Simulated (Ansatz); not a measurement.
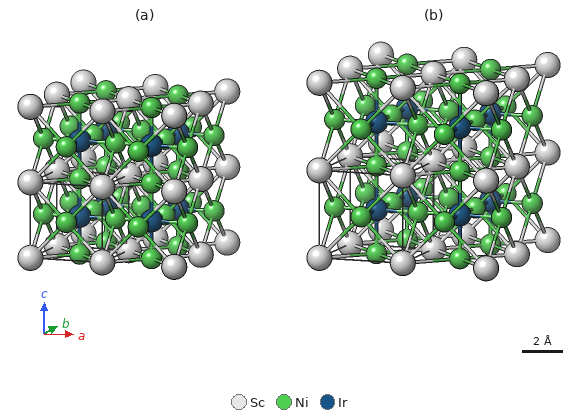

The structure of crystalline ScNi₃Ir (built on the cubic perovskite type) (coarse preliminary run) before (left) and after (right) a relaxation, at one scale.

The picture is a ball-and-stick view of the cell of the calculation, repeated 2 × 2 × 2 with one cell outlined, seen slightly off an axis.

Case: cubic perovskite type (Pm-3m, No. 221).

All numbers below come from Ansatz 0.2.0, DFT PBE, scalar-relativistic, plane waves, PAW. Set-up: plane-wave cutoff 420 eV; k-point mesh 4 × 4 × 4; occupations gaussian; smearing width 0.1 eV; no spin polarisation; cell and atoms relaxed; force threshold 0.04 eV/Å; at most 70 steps.

**Summarise the run.**

No atom moves by more than 0.005 Å relative to the cell. The volume changes by +55.8 %, with a = b = c 3.886 → 4.505 Å (+15.9 %). Some distances before and after: Ni–Sc 2.748 → 3.185 Å, Ir–Ni 1.943 → 2.252 Å. The space group stays Pm-3m (No. 221). The energy falls by 9.601 eV per cell of the calculation in 6 accepted moves (8 points after the start). All forces vanish by symmetry, so only the cell relaxes. Pressure: 140.51 GPa at the start and 0.21 GPa at the end. The SCF was repeated twice at an unchanged geometry on a basis and grid sized afresh for the cell, which shifted the energy by 0.334 eV per cell of the calculation at most.

Limits of the set-up: the k-point mesh is coarse for a cell with partly filled bands; an element that often carries a moment was run without spin polarisation.
